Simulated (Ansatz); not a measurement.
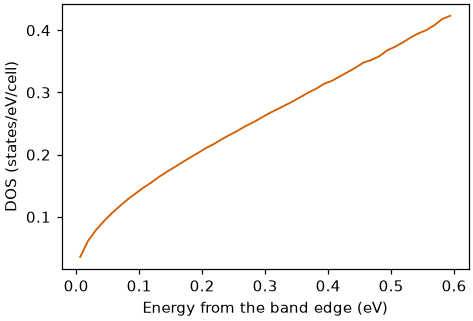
Figure: Density of states of GaP (F-43m) below the valence band maximum, HSE06, rigid bands (Ansatz, an electronic-structure program); cell volume 40.2 Å³.

Problem. What effective density of states at 300 K does this give (∫ g(E) exp(−E/k_BT) dE, both spins, divided by the cell's size)?

Solution. 4.2e19 cm⁻³, a density-of-states mass of 1.40 mₑ, valleys and band degeneracy included.

Spin-orbit coupling is left out; where it splits the top of the valence band, N_v and the p-type Seebeck coefficient come out somewhat high without it. Geometry: cell and atoms relaxed with PBEsol.
